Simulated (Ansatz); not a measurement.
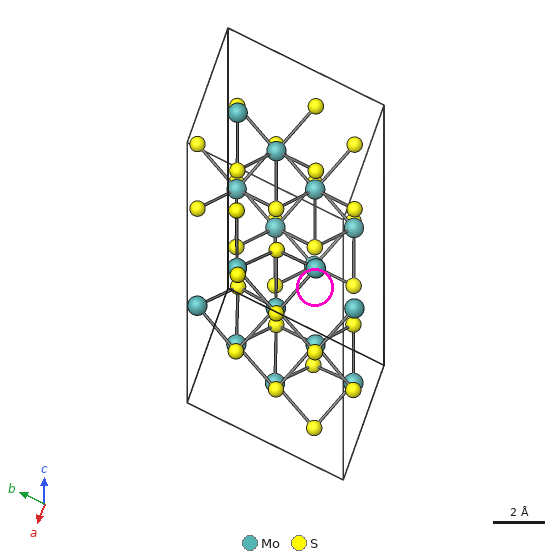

Ball-and-stick representation of a periodic structure, projected from a general direction. Thin lines show the supercell, with boundary atoms drawn in all their periodic places. The host is MoS$_{2}$, in a cell of 42 sites, and the cell carries a charge of -1. A ring marks the defect's site.

Question: What kind of defect was put in?

Answer: A sulfur vacancy. Around the empty site lie three Mo at about 2.4 Å.

Electronic-structure method: DFT PBEsol, scalar-relativistic, plane waves, PAW (Ansatz). Parameters: plane-wave cutoff 420 eV, a 2×2×2 grid in reciprocal space, Gaussian smearing of 0.01 eV, collinear spins.

Question: Is there a net spin in the supercell?

Answer: Yes, 1.0 μB in the cell.

The atoms were relaxed in the host's cell with Ansatz, DFT PBEsol, scalar-relativistic, plane waves, PAW.
